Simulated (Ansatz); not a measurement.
## Molecular dynamics of CH₅GaO (part 5 of 5)

Continued. System: CH₅GaO. Method: RHF/def2-SVP (Ansatz 0.2.0). It belongs to a series of runs on one base structure; here: dynamics from the highest image of the converged band.

Geometry of the input (Å):
```
Ga 0.3053  -0.0113  -0.5564
O  0.7335  0.1476  1.3725
H  0.5403  -0.3789  2.1414
H  1.6617  -0.1428  0.3876
C  -1.6298  0.0237  -1.0080
H  -2.1006  -0.9126  -0.6926
H  -2.1183  0.8409  -0.4698
H  -1.8084  0.1520  -2.0770
```

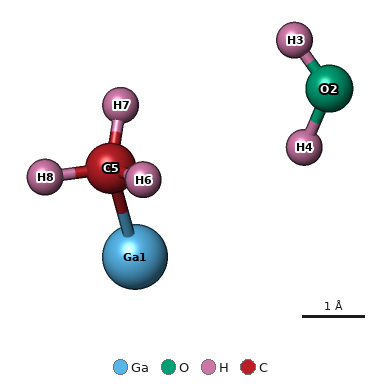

*The geometry at step 175 of the log (ball-and-stick view, seen at a tilt; atoms are numbered from 1 in the order of the input).*

### Trajectory as extended XYZ, continued
```
8
Properties=species:S:1:pos:R:3:forces:R:3 step=151 time_fs=75.5 energy=-55470.96363 temperature=2522.7
Ga    0.3104   -0.0245   -1.0033    0.2638   0.0500  -0.2163
O     0.8077    0.0931    2.8082   -0.9110  -0.2798   0.6392
H     0.0829    0.6584    2.6456   -1.5754   0.1623   0.9335
H     1.2841    0.4482    2.1141    2.5108   0.1428  -1.5736
C    -1.6759    0.0371   -0.6576   -0.3512   0.1579  -0.1434
H    -1.9619   -0.9603   -0.3406   -0.2131  -0.5037   0.0351
H    -1.8031    0.6548    0.2307   -0.1177   0.3315   0.2427
H    -2.4117    0.3753   -1.4059    0.3938  -0.0610   0.0828
8
Properties=species:S:1:pos:R:3:forces:R:3 step=153 time_fs=76.5 energy=-55470.83678 temperature=2381.2
Ga    0.3090   -0.0247   -1.0123    0.3440   0.0515  -0.1979
O     0.8023    0.0913    2.8394    1.2920   2.7361  -4.2581
H     0.0651    0.6868    2.6823   -0.0398  -0.7170   0.9483
H     1.3375    0.4705    2.0312   -1.2207  -1.9945   3.3037
C    -1.6674    0.0366   -0.6446   -0.2043   0.0953  -0.0655
H    -1.9509   -0.9650   -0.3388   -0.2381  -0.4659   0.0560
H    -1.7982    0.6565    0.2407   -0.1270   0.2994   0.2565
H    -2.3833    0.3770   -1.4013    0.1939  -0.0048  -0.0430
8
Properties=species:S:1:pos:R:3:forces:R:3 step=155 time_fs=77.5 energy=-55470.38019 temperature=1805.5
Ga    0.3077   -0.0250   -1.0213    0.4247   0.0507  -0.1771
O     0.7976    0.0910    2.8682    1.5808   3.7361  -5.7637
H     0.0466    0.7085    2.7279    1.0465  -1.3233   0.8296
H     1.3806    0.4747    1.9780   -2.5914  -2.3901   4.9209
C    -1.6590    0.0363   -0.6317   -0.0925  -0.0632   0.1862
H    -1.9420   -0.9741   -0.3364   -0.2168  -0.2581   0.0349
H    -1.7946    0.6611    0.2531   -0.1234   0.1843   0.1647
H    -2.3530    0.3786   -1.3971   -0.0280   0.0636  -0.1955
8
Properties=species:S:1:pos:R:3:forces:R:3 step=157 time_fs=78.5 energy=-55470.20466 temperature=1581.9
Ga    0.3064   -0.0252   -1.0303    0.5053   0.0461  -0.1596
O     0.7939    0.0930    2.8935    1.6935   3.6649  -5.9102
H     0.0376    0.7178    2.7814    1.3991  -1.4129   0.5992
H     1.3994    0.4564    1.9712   -3.0544  -2.2312   5.2923
C    -1.6507    0.0359   -0.6187   -0.0583  -0.2416   0.4769
H    -1.9353   -0.9855   -0.3338   -0.1701   0.0396  -0.0055
H    -1.7921    0.6673    0.2671   -0.1120   0.0220   0.0096
H    -2.3230    0.3808   -1.3948   -0.2032   0.1131  -0.3027
8
Properties=species:S:1:pos:R:3:forces:R:3 step=160 time_fs=80.0 energy=-55470.70894 temperature=2224.0
Ga    0.3046   -0.0255   -1.0439    0.6221   0.0333  -0.1486
O     0.7903    0.0999    2.9250    2.1666   2.0295  -4.6022
H     0.0477    0.7083    2.8715    0.6183  -0.5406   0.1655
H     1.3731    0.3903    2.0546   -2.7465  -1.4702   4.4159
C    -1.6383    0.0349   -0.5983   -0.1836  -0.3770   0.6729
H    -1.9280   -1.0012   -0.3301   -0.1086   0.4299  -0.0468
H    -1.7903    0.6767    0.2877   -0.0971  -0.2020  -0.2073
H    -2.2818    0.3862   -1.3966   -0.2712   0.0970  -0.2494
8
Properties=species:S:1:pos:R:3:forces:R:3 step=162 time_fs=81.0 energy=-55471.14192 temperature=2759.9
Ga    0.3035   -0.0257   -1.0529    0.6953   0.0246  -0.1514
O     0.7895    0.1062    2.9424    1.2341  -0.2292  -1.1611
H     0.0630    0.6942    2.9342   -0.4661   0.4695  -0.0421
H     1.3228    0.3278    2.1634   -0.7338  -0.2238   1.1828
C    -1.6303    0.0339   -0.5841   -0.3408  -0.3297   0.5474
H    -1.9246   -1.0071   -0.3281   -0.0994   0.5437  -0.0399
H    -1.7904    0.6808    0.2993   -0.0975  -0.2803  -0.2696
H    -2.2575    0.3909   -1.4009   -0.1918   0.0251  -0.0660
8
Properties=species:S:1:pos:R:3:forces:R:3 step=164 time_fs=82.0 energy=-55470.73492 temperature=2239.8
Ga    0.3025   -0.0259   -1.0620    0.7583   0.0185  -0.1569
O     0.7892    0.1123    2.9594   -3.5402  -3.0577   7.1335
H     0.0740    0.6845    2.9966   -1.2265   1.2233  -0.1647
H     1.2678    0.2638    2.2803    4.7950   1.8481  -6.9893
C    -1.6225    0.0326   -0.5695   -0.4827  -0.1909   0.2522
H    -1.9221   -1.0078   -0.3264   -0.1236   0.5052  -0.0026
H    -1.7913    0.6823    0.3084   -0.1081  -0.2802  -0.2406
H    -2.2350    0.3959   -1.4058   -0.0722  -0.0663   0.1683
8
Properties=species:S:1:pos:R:3:forces:R:3 step=166 time_fs=83.0 energy=-55470.28254 temperature=1698.3
Ga    0.3016   -0.0261   -1.0711    0.7978   0.0149  -0.1518
O     0.7869    0.1167    2.9805   -6.4862  -3.5755  11.4373
H     0.0738    0.6860    3.0573   -1.0655   1.3083  -0.3970
H     1.2576    0.2164    2.3320    7.5781   2.2785 -11.0620
C    -1.6151    0.0311   -0.5546   -0.5493  -0.0040  -0.1296
H    -1.9209   -1.0038   -0.3248   -0.1767   0.3278   0.0574
H    -1.7933    0.6811    0.3152   -0.1245  -0.2070  -0.1282
H    -2.2132    0.4002   -1.4091    0.0262  -0.1430   0.3740
8
Properties=species:S:1:pos:R:3:forces:R:3 step=169 time_fs=84.5 energy=-55470.97500 temperature=2545.4
Ga    0.3005   -0.0263   -1.0848    0.8066   0.0106  -0.1105
O     0.7776    0.1196    3.0228    1.1855  -1.4012   0.1148
H     0.0574    0.7101    3.1399    0.2076   0.5976  -0.9635
H     1.3497    0.1809    2.2495   -1.3582   0.8126   0.8216
C    -1.6048    0.0290   -0.5326   -0.4698   0.2507  -0.6397
H    -1.9223   -0.9928   -0.3211   -0.2766  -0.0746   0.1563
H    -1.7986    0.6761    0.3237   -0.1449  -0.0188   0.1196
H    -2.1800    0.4041   -1.4071    0.0498  -0.1770   0.5015
8
Properties=species:S:1:pos:R:3:forces:R:3 step=171 time_fs=85.5 energy=-55470.50977 temperature=1968.8
Ga    0.2999   -0.0265   -1.0940    0.7974   0.0057  -0.0757
O     0.7716    0.1203    3.0522    2.8144  -0.6677  -2.9255
H     0.0470    0.7345    3.1843    1.0510  -0.0191  -1.2543
H     1.4093    0.1689    2.1853   -3.8243   0.6948   4.1501
C    -1.5984    0.0278   -0.5186   -0.3448   0.3209  -0.7840
H    -1.9265   -0.9858   -0.3169   -0.3191  -0.2995   0.2001
H    -1.8038    0.6722    0.3304   -0.1446   0.0966   0.2572
H    -2.1572    0.4046   -1.3999   -0.0300  -0.1319   0.4321
8
Properties=species:S:1:pos:R:3:forces:R:3 step=173 time_fs=86.5 energy=-55470.12640 temperature=1481.4
Ga    0.2994   -0.0267   -1.1031    0.7864  -0.0020  -0.0468
O     0.7672    0.1206    3.0800    2.9207  -0.2313  -3.7158
H     0.0465    0.7587    3.2168    1.5167  -0.4464  -1.3719
H     1.4334    0.1635    2.1594   -4.3937   0.6851   5.0587
C    -1.5923    0.0269   -0.5051   -0.2312   0.2653  -0.6973
H    -1.9337   -0.9815   -0.3109   -0.3091  -0.3837   0.2084
H    -1.8104    0.6692    0.3395   -0.1215   0.1534   0.3098
H    -2.1349    0.4039   -1.3886   -0.1683  -0.0404   0.2549
8
Properties=species:S:1:pos:R:3:forces:R:3 step=175 time_fs=87.5 energy=-55470.19217 temperature=1565.5
Ga    0.2990   -0.0269   -1.1123    0.7752  -0.0123  -0.0279
O     0.7645    0.1207    3.1055    2.7716  -0.0834  -3.7936
H     0.0602    0.7789    3.2363    1.4996  -0.5474  -1.2941
H     1.4157    0.1647    2.1814   -4.2285   0.6380   5.0632
C    -1.5864    0.0261   -0.4922   -0.1846   0.0952  -0.4040
H    -1.9438   -0.9808   -0.3028   -0.2343  -0.2968   0.1784
H    -1.8181    0.6677    0.3515   -0.0695   0.1329   0.2558
H    -2.1141    0.4028   -1.3750   -0.3295   0.0739   0.0221
8
Properties=species:S:1:pos:R:3:forces:R:3 step=178 time_fs=89.0 energy=-55470.93494 temperature=2502.7
Ga    0.2986   -0.0272   -1.1261    0.7561  -0.0298  -0.0159
O     0.7635    0.1208    3.1397    1.5446  -0.4752  -1.7646
H     0.1058    0.8004    3.2433    0.6278  -0.0325  -0.8072
H     1.3168    0.1777    2.3016   -2.1389   0.5150   2.5568
C    -1.5779    0.0251   -0.4734   -0.2999  -0.2234   0.1595
H    -1.9627   -0.9844   -0.2877   -0.0356   0.0380   0.0877
H    -1.8307    0.6675    0.3737    0.0509   0.0001   0.0339
H    -2.0892    0.4028   -1.3547   -0.5049   0.2078  -0.2502
8
Properties=species:S:1:pos:R:3:forces:R:3 step=180 time_fs=90.0 energy=-55470.94461 temperature=2497.3
Ga    0.2985   -0.0274   -1.1352    0.7348  -0.0401  -0.0105
O     0.7641    0.1205    3.1611   -2.0967  -1.3337   4.4173
H     0.1450    0.8136    3.2376   -0.3035   0.6019  -0.2490
H     1.2234    0.1928    2.4141    2.4246   0.7391  -4.1787
C    -1.5724    0.0243   -0.4607   -0.4866  -0.3549   0.3923
H    -1.9760   -0.9868   -0.2765    0.1045   0.2601   0.0236
H    -1.8387    0.6675    0.3891    0.1388  -0.0951  -0.1254
H    -2.0785    0.4051   -1.3438   -0.5160   0.2228  -0.2696
8
Properties=species:S:1:pos:R:3:forces:R:3 step=182 time_fs=91.0 energy=-55470.27576 temperature=1694.3
Ga    0.2984   -0.0276   -1.1444    0.6948  -0.0477   0.0021
O     0.7634    0.1194    3.1852   -5.8513  -2.4614  11.5304
H     0.1813    0.8325    3.2296   -1.0708   1.0888   0.3577
H     1.1537    0.2154    2.4849    6.9405   1.3800 -11.8950
C    -1.5674    0.0231   -0.4477   -0.7060  -0.3660   0.3997
H    -1.9884   -0.9868   -0.2650    0.2115   0.3891  -0.0248
H    -1.8453    0.6666    0.4035    0.2153  -0.1505  -0.2303
H    -2.0726    0.4095   -1.3353   -0.4340   0.1679  -0.1399
8
Properties=species:S:1:pos:R:3:forces:R:3 step=184 time_fs=92.0 energy=-55470.79806 temperature=2314.3
Ga    0.2985   -0.0278   -1.1536    0.6300  -0.0524   0.0256
O     0.7595    0.1169    3.2157   -2.3478  -1.2166   4.9804
H     0.2079    0.8614    3.2249   -1.1248   0.8990   0.7465
H     1.1444    0.2499    2.4524    3.4907   0.3256  -5.7295
C    -1.5630    0.0217   -0.4345   -0.8884  -0.2633   0.1946
H    -1.9987   -0.9831   -0.2538    0.2638   0.3861  -0.0485
H    -1.8499    0.6644    0.4156    0.2692  -0.1454  -0.2496
H    -2.0708    0.4154   -1.3282   -0.2926   0.0671   0.0805
8
Properties=species:S:1:pos:R:3:forces:R:3 step=187 time_fs=93.5 energy=-55470.71268 temperature=2224.2
Ga    0.2988   -0.0281   -1.1673    0.5035  -0.0552   0.0715
O     0.7515    0.1123    3.2655    1.3416   2.1860  -4.8566
H     0.2301    0.9173    3.2314   -0.1092  -0.6528   0.9269
H     1.1817    0.3027    2.3249   -1.2105  -1.5239   3.9354
C    -1.5576    0.0192   -0.4144   -0.9733   0.0197  -0.3218
H    -2.0096   -0.9712   -0.2378    0.2275   0.1388  -0.0348
H    -1.8519    0.6587    0.4297    0.2965  -0.0249  -0.1129
H    -2.0729    0.4253   -1.3153   -0.0760  -0.0877   0.3922
8
Properties=species:S:1:pos:R:3:forces:R:3 step=189 time_fs=94.5 energy=-55470.20786 temperature=1584.5
Ga    0.2990   -0.0283   -1.1765    0.4131  -0.0558   0.1056
O     0.7469    0.1106    3.2957    1.5056   3.3603  -6.4559
H     0.2419    0.9492    3.2466    0.4057  -1.5223   0.9802
H     1.1977    0.3220    2.2753   -1.8884  -1.8286   5.4854
C    -1.5550    0.0175   -0.4012   -0.8821   0.2222  -0.6567
H    -2.0141   -0.9612   -0.2275    0.1462  -0.1265  -0.0006
H    -1.8497    0.6544    0.4375    0.2864   0.0988   0.0506
H    -2.0755    0.4310   -1.3025    0.0134  -0.1482   0.4914
8
Properties=species:S:1:pos:R:3:forces:R:3 step=191 time_fs=95.5 energy=-55470.03829 temperature=1367.9
Ga    0.2993   -0.0286   -1.1857    0.3241  -0.0564   0.1407
O     0.7433    0.1109    3.3222    1.5154   3.6360  -6.7509
H     0.2574    0.9668    3.2713    0.4868  -1.7484   1.0107
H     1.1958    0.3239    2.2775   -1.9808  -1.8786   5.7517
C    -1.5531    0.0160   -0.3886   -0.7092   0.3725  -0.8764
H    -2.0172   -0.9525   -0.2173    0.0587  -0.3794   0.0403
H    -1.8447    0.6510    0.4458    0.2710   0.2098   0.2144
H    -2.0781    0.4353   -1.2851    0.0341  -0.1554   0.4696
8
Properties=species:S:1:pos:R:3:forces:R:3 step=193 time_fs=96.5 energy=-55470.31378 temperature=1719.1
Ga    0.2997   -0.0288   -1.1948    0.2397  -0.0577   0.1756
O     0.7406    0.1134    3.3445    1.5958   3.0401  -6.2369
H     0.2772    0.9682    3.3055    0.1479  -1.2416   1.0233
H     1.1752    0.3079    2.3343   -1.7263  -1.7907   5.2247
C    -1.5518    0.0148   -0.3767   -0.5152   0.4216  -0.9129
H    -2.0197   -0.9473   -0.2066    0.0081  -0.5272   0.0733
H    -1.8372    0.6496    0.4561    0.2674   0.2633   0.3213
H    -2.0804    0.4381   -1.2632   -0.0174  -0.1077   0.3316
8
Properties=species:S:1:pos:R:3:forces:R:3 step=196 time_fs=98.0 energy=-55470.96605 temperature=2532.1
Ga    0.3003   -0.0292   -1.2084    0.1234  -0.0596   0.2280
O     0.7382    0.1202    3.3715    0.4069   0.4783  -1.3419
H     0.3075    0.9520    3.3754   -0.8217   0.5432   1.0386
H     1.1168    0.2531    2.5055    0.4240  -1.0163   0.3096
C    -1.5506    0.0136   -0.3601   -0.2941   0.2757  -0.6087
H    -2.0232   -0.9488   -0.1894    0.0569  -0.4404   0.0867
H    -1.8211    0.6521    0.4774    0.3010   0.1830   0.3006
H    -2.0844    0.4408   -1.2252   -0.1964   0.0362  -0.0129
8
Properties=species:S:1:pos:R:3:forces:R:3 step=198 time_fs=99.0 energy=-55470.54775 temperature=2009.3
Ga    0.3008   -0.0295   -1.2175    0.0480  -0.0602   0.2633
O     0.7370    0.1253    3.3882   -3.3106  -1.4354   7.9037
H     0.3194    0.9448    3.4343   -1.1344   1.4024   0.9033
H     1.0807    0.2034    2.6284    4.4503   0.0366  -8.8041
C    -1.5501    0.0131   -0.3497   -0.2179   0.0946  -0.2829
H    -2.0249   -0.9552   -0.1768    0.1555  -0.2142   0.0728
H    -1.8067    0.6561    0.4951    0.3383   0.0407   0.1784
H    -2.0892    0.4428   -1.1995   -0.3293   0.1354  -0.2346
8
Properties=species:S:1:pos:R:3:forces:R:3 step=200 time_fs=100.0 energy=-55470.39804 temperature=1836.2
Ga    0.3012   -0.0297   -1.2265   -0.0331  -0.0596   0.2988
O     0.7339    0.1297    3.4094   -4.6758  -1.2463  10.6060
H     0.3210    0.9504    3.5016   -0.7237   1.1730   0.3923
H     1.0855    0.1533    2.6711    5.4040   0.0761 -10.9961
C    -1.5497    0.0127   -0.3395   -0.1892  -0.0593  -0.0202
H    -2.0251   -0.9637   -0.1636    0.2616   0.0507   0.0522
H    -1.7892    0.6605    0.5146    0.3675  -0.1244   0.0212
H    -2.0972    0.4461   -1.1760   -0.4112   0.1898  -0.3541
```

### Results in brief

| quantity | value |
| --- | --- |
| outcome | finished |
| mean temperature over the second half | 2067 K |
| trajectory | 200 steps, 100 fs |
| ensemble | nve |
| temperature in the input | 100.0 K |
| time step | 0.5 fs |
| potential energy (last step) | −55470.3980 eV |
| mean-field energy (last step) | −55470.3980 eV |
| largest force (length of the vector) (last step) | 12.252 eV/Å |
| hardware | 1 thread of Arm Neoverse V1, 24 GiB of memory available, shared host |
| wall time | 5.1 min |
| peak memory | 0.15 GiB |

### Remarks

So short a trajectory is not equilibrated.
